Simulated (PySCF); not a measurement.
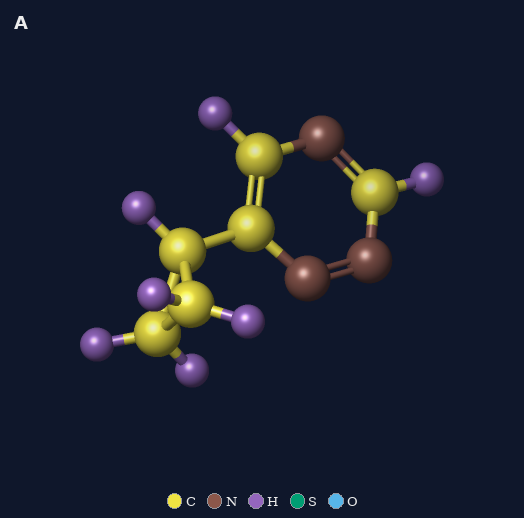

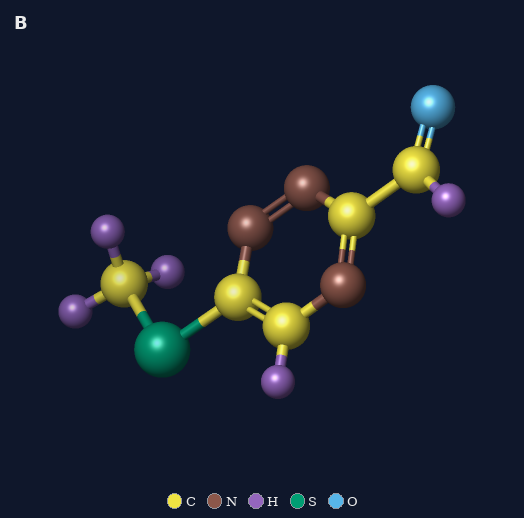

Two related species, optimised with GFN2-xTB; properties computed with PySCF 2.14.0. Both: charge 0, singlet.

Question: Identify both.

Answer: A is C6H7N3 (c1ncc(C2CC2)nn1), B is C5H5N3OS (CSc1cnc(C=O)nn1).

Compare them. With CAM-B3LYP/def2-SVPD: dipole moment (D), HOMO–LUMO gap (eV), HOMO energy (Kohn–Sham orbital) (eV), lowest vertical singlet excitation (eV), mean static polarisability (bohr³).

| quantity | A | B |
| --- | --- | --- |
| dipole moment (D) | 2.94 | 4.95 |
| HOMO–LUMO gap (eV) | 7.36 | 6.93 |
| HOMO energy (Kohn–Sham orbital) (eV) | −8.25 | −8.57 |
| lowest vertical singlet excitation (eV) | 3.20 | 3.17 |
| mean static polarisability (bohr³) | 85.6 | 108.4 |

Each is one conformer, and no frequency run is at hand to confirm it as a minimum.
